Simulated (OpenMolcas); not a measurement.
**Single-point calculation, with input and output: AlO (charge +1)**

System: AlO (oxoaluminum), charge +1.
Method: r2SCAN/def2-TZVPPD, RKS (OpenMolcas 26.06).

The geometry is that of the parent species in another charge or spin state. The geometry comes from this level: PBE0-D4/def2-TZVP.

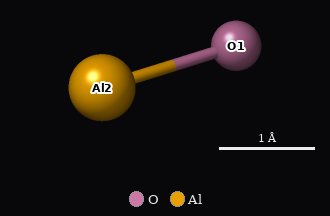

The input geometry (ball-and-stick view, seen at a tilt; atoms are numbered from 1 in the order of the input). Sticks mark near contacts.

Results in brief:

| quantity | value |
| --- | --- |
| outcome | converged |
| total energy | −317.210514 hartree |
| basis functions | 88 |
| HOMO | −14.22 eV |
| LUMO | −13.54 eV |
| hardware | 1 thread of Arm Neoverse V2, 24 GiB of memory available, shared host |
| wall time | 20 s |
| peak memory | 0.48 GiB |

The input:
```
* AlO Kohn-Sham DFT
&gateway
baslib=$CurrDir
coord
2
angstrom
O        0.000000       0.000000      -0.024920
Al       0.000000       0.000000       1.594970
basis=def2-TZVPPD
group=NoSym
&seward
gridinput
Grid=UltraFine
End of Grid
&scf
charge=1
ksdft=2
1.0 MGGA_X_R2SCAN
1.0 MGGA_C_R2SCAN
thresholds=1e-10 1e-07 1e-07 1e-05
prorbitals=0
```

Launch command:
```bash
export MOLCAS_MEM=1860
pymolcas mol.input > mol.log
```

The program's output:
```
--- Start Module: gateway ---

                                              &GATEWAY

                       available to each process: 1.9 GB of memory, 1 thread

 Basis Set     1 Label: O.DEF2-TZVPPD
 Basis set is read from library:.
 basistype.tbl is not found

 Basis Set     2 Label: AL.DEF2-TZVPPD
 Basis set is read from library:.
 basistype.tbl is not found

++    Symmetry information:
      ---------------------

                    Character Table for C1

                             E
                    a        1  x, y, xy, Rz, z, xz, Ry, yz, Rx, I
--

++    Basis set information:
      ----------------------

      Basis set label: O.DEF2-TZVPPD.........

      Electronic valence basis set:
      ------------------
      Associated Effective Charge   8.000000 au
      Associated Actual Charge      8.000000 au
      Nuclear Model: Point charge

      Shell  nPrim  nBasis  Cartesian Spherical Contaminant
         s      12       6        X
         p       7       4        X
         d       3       3                 X
         f       1       1                 X

      Basis set label: AL.DEF2-TZVPPD.........

      Electronic valence basis set:
      ------------------
      Associated Effective Charge  13.000000 au
      Associated Actual Charge     13.000000 au
      Nuclear Model: Point charge

      Shell  nPrim  nBasis  Cartesian Spherical Contaminant
         s      15       6        X
         p       9       5        X
         d       4       4                 X
         f       1       1                 X
--

++    Molecular structure info:
      -------------------------

                    ************************************************
                    **** Cartesian Coordinates / bohr, angstrom ****
                    ************************************************

     Center  Label                x              y              z                     x              y              z
        1      O1               0.000000       0.000000      -0.047092              0.000000       0.000000      -0.024920
        2      AL2              0.000000       0.000000       3.014056              0.000000       0.000000       1.594970
--

            Nuclear Potential Energy             33.97417720 au

--- Stop Module: gateway /rc=_RC_ALL_IS_WELL_ ---

--- Start Module: seward ---

                                              &SEWARD

                       available to each process: 1.9 GB of memory, 1 thread

               SEWARD will generate:
                  Multipole Moment integrals up to order  2
                  Kinetic Energy integrals
                  Nuclear Attraction integrals (point charge)
                  One-Electron Hamiltonian integrals
                  Velocity integrals
                  Orbital angular momentum around (  0.0000   0.0000   1.8748 )
                  Velocity quadrupole around (  0.0000   0.0000   1.8748 )
                  Two-Electron Repulsion integrals

                   Integrals are discarded if absolute value <: 1.00E-14
                   Integral cutoff threshold is set to       <: 1.00E-16

            Nuclear Potential Energy             33.97417720 au

      Basis set specifications :
      Symmetry species         a
      Basis functions           88

--- Stop Module: seward /rc=_RC_ALL_IS_WELL_ ---
--- Module seward spent 1 second ---

--- Start Module: scf ---

                                                &SCF

                       available to each process: 1.9 GB of memory, 1 thread

 ###############################################################################
 ###     Minimized-density-differences option turned off!                    ###
 ###############################################################################
++    Input section:
      --------------

      Header of the integral files:

      Cartesian coordinates in angstrom:
      -----------------------------------------------------
      No.  Label        X            Y            Z
      -----------------------------------------------------
       1   O1         0.00000000   0.00000000  -0.02492000
       2   AL2        0.00000000   0.00000000   1.59497000
      -----------------------------------------------------
      Nuclear repulsion energy =   33.97417720
--

++    Orbital specifications:
      -----------------------

      Symmetry species               1
                                     a
      Frozen orbitals                0
      Aufbau                        10
      Start temperature = 0.500
      End temperature   = 0.010
      Temperature Factor= 0.460
      Deleted orbitals               0
      Total number of orbitals      88
      Number of basis functions     88
--

      Molecular charge                           1.000

      Numerical integration parameters
      --------------------------------
      Radial quadrature type:                         MHL
      Size of radial grid:                            99
      Lebedev angular grid:                           41
      Angular grid pruned with the crowding factor:  1.00E+10
                                 and fading factor:  1.00E+01
      Screening threshold for integral computation:   1.00E-11
      Radial quadrature accuracy:                     1.00E-25
      Maximum batch size:                             128
      AO values are stored on disk
      The same grid will be used for all iterations.

      DFT functional specifications
      -----------------------------
      Using Libxc version: 6.2.2
      Please cite the following reference:
      S. Lehtola, C. Steigemann, M. J.T. Oliveira, and M. A.L. Marques.,  SoftwareX 7, 1–5 (2018) doi:10.1016/j.softx.2017.11.002

++    Optimization specifications:
      ----------------------------

      SCF Algorithm: Conventional
      D(i)-D(i-1) density differences are used
      Number of density matrices in core                 5
      Maximum number of NDDO SCF iterations            400
      Maximum number of HF SCF iterations              400
      Threshold for SCF energy change             1.00E-10
      Threshold for density matrix                1.00E-07
      Threshold for Fock matrix                   1.00E-07
      Threshold for linear dependence             1.00E-09
      Threshold at which DIIS is turned on        1.50E-01
      Maximum depth in the DIIS procedure                5
      Maximum depth in the BFGS Hessian update          30
      Threshold at which QNR/C2DIIS is turned on  7.50E-02
      Threshold for Norm(delta) (QNR/C2DIIS)      1.00E-05
      All orbitals punched on: SCFORB
--

      Input vectors read from INPORB
      Orbital file label: *Guess orbitals

++ Convergence information
                                   [...]      iterations: Energy and convergence statistics

Iter     Tot. [...]      One-elec.       Two-elec.     Energy      Max Dij or  Max Fij      DNorm      TNorm      AccCon     Time
         Energy          Energy          Energy        Change      Delta Norm                                                in Sec.
   1  -315.737238960  -520.375175330   170.663759175   0.00E+00    1.34E-01*   4.12E+00*    4.75E+00   1.25E+02   None         1.
   2  -316.073385323  -528.547995860   178.500433342  -3.36E-01*   3.81E-01*   1.71E-01*    1.37E+01   1.29E+02   EDIIS        1.
   3  -316.296497413  -522.681441441   172.410766833  -2.23E-01*   8.80E-02*   1.30E-01*    6.64E+00   1.26E+02   EDIIS        1.
   4  -316.593631008  -533.936615845   183.368807642  -2.97E-01*   6.01E-01*   1.56E-01*    8.10E+00   1.31E+02   EDIIS        1.
   5  -316.524594062  -523.876091200   173.377319943   6.90E-02*   1.04E-01*   5.80E-02*    2.41E+00   1.27E+02   EDIIS        1.
   6  -317.179442080  -529.670038773   178.516419498  -6.55E-01*   5.30E-01*   3.45E-02*    9.24E-01   1.29E+02   EDIIS        1.
   7  -317.056069067  -526.724503754   175.694257492   1.23E-01*   2.37E-01*   1.42E-02*    1.00E+00   1.28E+02   EDIIS        1.
   8  -317.207744433  -528.690758623   177.508836994  -1.52E-01*   2.74E-01*   2.13E-02*    4.50E-01   1.29E+02   EDIIS        1.
   9  -317.173463082  -530.160231764   179.012591487   3.43E-02*   1.16E-01*   8.13E-03*    4.61E-01   1.29E+02   EDIIS        1.
  10  -317.205169630  -529.398522682   178.219175857  -3.17E-02*   8.40E-03*   4.82E-03*    1.87E-01   1.29E+02   EDIIS        1.
  11  -317.210493527  -528.976235280   177.791564557  -5.32E-03*   4.28E-02*   2.21E-03*    2.85E-02   1.29E+02   EDIIS        1.

       Fermi aufbau procedure completed!
      nOcc=   10

  12  -317.209832744  -528.808825936   177.624815997   6.61E-04*   2.22E-02*   1.43E-03*    6.98E-02   1.29E+02   c2DIIS       1.
  13  -317.210371888  -528.898964019   177.714414935  -5.39E-04*   6.24E-02*   6.26E-03*    3.58E-02   1.29E+02   QNRc2DIIS    1.
  14  -317.204842418  -529.431989879   178.252970266   5.53E-03*   5.15E-02*   3.70E-02*    1.90E-01   1.29E+02   QNRc2DIIS    1.
  15  -317.210510250  -528.961492875   177.776805430  -5.67E-03*   1.92E-03*   5.17E-04*    1.56E-01   1.29E+02   QNRc2DIIS    1.
  16  -317.210514173  -528.965551127   177.780859759  -3.92E-06*   2.28E-04*   1.40E-04*    6.01E-03   1.29E+02   QNRc2DIIS    1.
  17  -317.210514283  -528.964881792   177.780190314  -1.10E-07*   1.75E-04*   5.54E-05*    8.75E-04   1.29E+02   QNRc2DIIS    1.
  18  -317.210514304  -528.964554999   177.779863500  -2.11E-08*   2.14E-05*   9.96E-06*    6.76E-04   1.29E+02   QNRc2DIIS    1.
  19  -317.210514305  -528.964536533   177.779845033  -6.66E-10*   5.90E-07    2.59E-07*    6.90E-05   1.29E+02   QNRc2DIIS    1.
  20  -317.210514305  -528.964542433   177.779850933  -2.84E-13    1.21E-07    8.19E-08     3.69E-06   1.29E+02   QNRc2DIIS    1.

       Convergence after  20 Iterations
--

 *****************************************************************************************************************************
 *                                             SCF/KS-DFT Program, Final results                                             *
 *                                                       Final Results                                                       *
 *****************************************************************************************************************************

::    Total KS-DFT energy                            -317.2105143045
      One-electron energy                            -528.9645424327
      Two-electron energy                             177.7798509331
      Nuclear repulsion energy                         33.9741771951
      Kinetic energy (interpolated)                   316.3565021964
      Virial theorem                                    1.0026995244
      Total spin, S(S+1)                                0.0000000000
      Total spin, S                                     0.0000000000
      Max non-diagonal density matrix element           0.0000001084
      Max non-diagonal Fock matrix element              0.0000000104

      No orbitals printed

++    Molecular charges:
      ------------------

      Mulliken charges per centre
      ---------------------------

                O1      AL2
      Total    8.0724 11.9276

      N-E     -0.0724  1.0724

      Total electronic charge=   20.000000

      Total            charge=    1.000000
--

++    Molecular properties:
      ---------------------

      Charge (e):
                      =    1.0000
      Dipole Moment (debye):
      Origin of the operator (angstrom)=    0.0000    0.0000    0.9921
                   X= -2.3712E-15               Y= -2.4768E-15               Z=  7.2081E+00           Total=  7.2081E+00
      Center of Charge (angstrom)
                     X=   -0.00000000               Y=   -0.00000000               Z=    2.49277205
      Quadrupole Moment (debye*angstrom):
      Origin of the operator (angstrom)=    0.0000    0.0000    0.9921
                  XX= -1.2049E+01              XY=  4.2698E-17              XZ= -9.9170E-15              YY= -1.2049E+01
                  YZ= -7.7050E-15              ZZ= -7.7160E+00
      In traceless form (debye*angstrom)
                  XX= -2.1666E+00              XY=  6.4047E-17              XZ= -1.4875E-14              YY= -2.1666E+00
                  YZ= -1.1558E-14              ZZ=  4.3332E+00
--

--- Stop Module: scf /rc=_RC_ALL_IS_WELL_ ---
--- Module scf spent 18 seconds ---

.##################.
.# Happy landing! #.
.##################.

    Timing: Wall=19.67 User=17.74 System=1.91
```

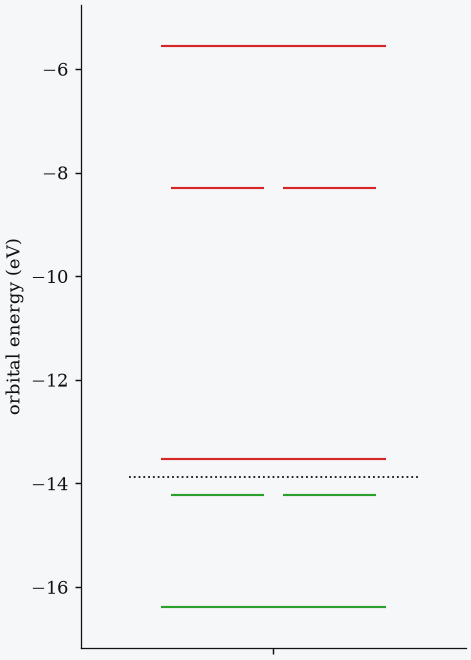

Orbital energies near the frontier; the dotted line parts filled from empty levels, and levels within 0.02 eV of each other stand side by side. Highest filled −14.22 eV, lowest empty −13.54 eV, 0.68 eV apart.

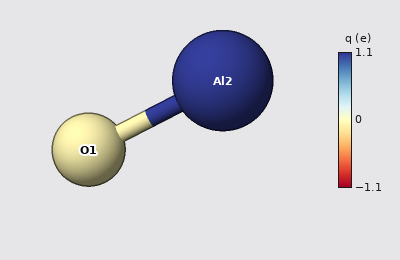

Mulliken charges, as the colour of each atom (ball-and-stick view, seen at an oblique angle; atoms are numbered from 1 in the order of the input). By element: O −0.07 and Al +1.07 e.
